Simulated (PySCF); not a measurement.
C$_{7}$H$_{8}$FSi (SMILES FCc1cccc([SiH2])c1) (doublet)

| atom | x (Å) | y (Å) | z (Å) |
| --- | --- | --- | --- |
| F | -3.2046 | -1.1312 | 0.8695 |
| C | -2.1651 | -1.3795 | 0.0095 |
| C | -1.0155 | -0.4287 | 0.2072 |
| C | -1.0479 | 0.5529 | 1.1904 |
| C | 0.0355 | 1.4098 | 1.3379 |
| C | 1.1348 | 1.2972 | 0.5184 |
| C | 1.1949 | 0.3091 | -0.4807 |
| Si | 2.6407 | 0.1799 | -1.6077 |
| C | 0.0908 | -0.5461 | -0.6142 |
| H | -2.5713 | -1.2952 | -1.0062 |
| H | -1.8522 | -2.4161 | 0.1876 |
| H | -1.9109 | 0.6448 | 1.8305 |
| H | 0.0108 | 2.1705 | 2.1050 |
| H | 1.9692 | 1.9734 | 0.6420 |
| H | 2.7388 | -0.9461 | -2.5144 |
| H | 3.8410 | 0.9346 | -1.3116 |
| H | 0.1041 | -1.3173 | -1.3730 |

Geometry: GFN2-xTB.

Level of theory: UKS B3LYP, pcH-1 on C F H Si, non-relativistic, mean-field spin-orbit, GIAO in PySCF 2.14.0, density-fitted response routines.

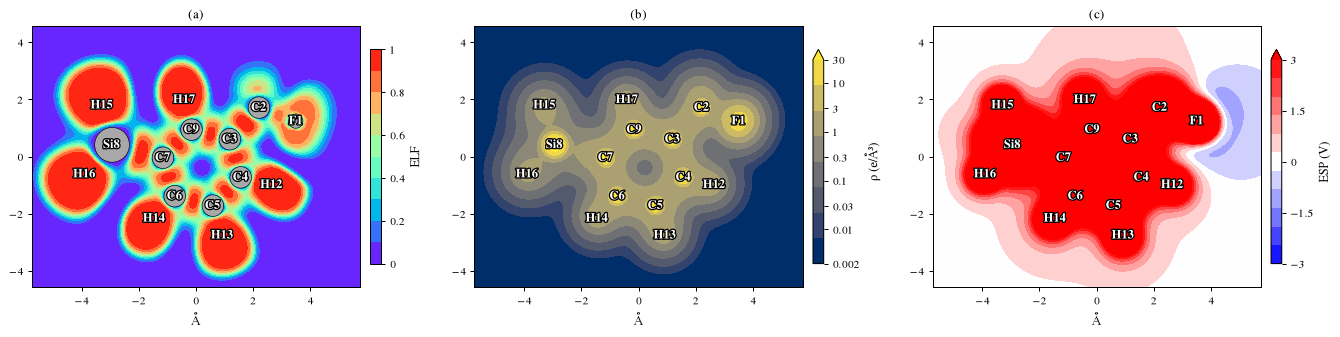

Figure 1. (a) ELF; (b) total electron density; (c) molecular electrostatic potential on the plane of atoms C5, C6 and C7. Grey discs cover the atomic cores in the ELF map.

> What does the map show?

The section cuts through F, C, Si and H sites. C–F (1.37 Å): ρ is about 2.1 e/Å³ halfway, with its minimum of 1.7 e/Å³ about 0.5 Å from C; the ELF peaks at about 0.85 between the atoms: a shared but strongly polarised pair. C–C (1.38 Å): ρ is about 2.2 e/Å³ halfway; the ELF peaks at about 0.95 between the atoms, as expected for a covalent bond. C–Si (1.84 Å): the density is about 0.99 e/Å³ at the midpoint; the ELF peaks at about 0.95 between the atoms, as expected for a shared electron pair. C–H (1.08 Å): the density is about 2.1 e/Å³ at the midpoint; the ELF climbs to about 1 towards the hydrogen, as it does in any bond to H; a covalent bond by its length. C–C (1.50 Å): the density is about 1.8 e/Å³ at the midpoint; the ELF peaks at about 0.95 between the atoms (a covalent bond). The ELF also peaks beside F1, away from the bonds: non-bonding electrons, paired or unpaired. Outside the dense part of the molecule the potential is most negative (−1.1 V) near F1.

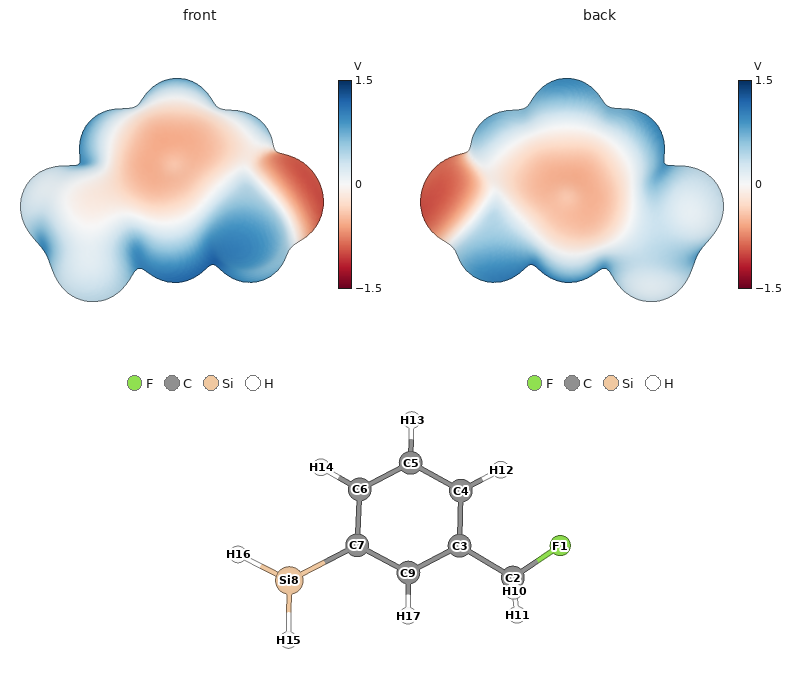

Figure 2. The molecular electrostatic potential painted on the density surface at 0.002 e/bohr³, seen from the front and from behind; the colour scale runs from red (negative) to blue (positive). The bare structure is drawn below in the same view.

> Where is the surface potential most negative and most positive?

The most negative region (about −1.0 V, or −23 kcal/mol for a unit charge) lies over F1, the most positive (about +1.2 V, or +28 kcal/mol for a unit charge) over C2 and H17.
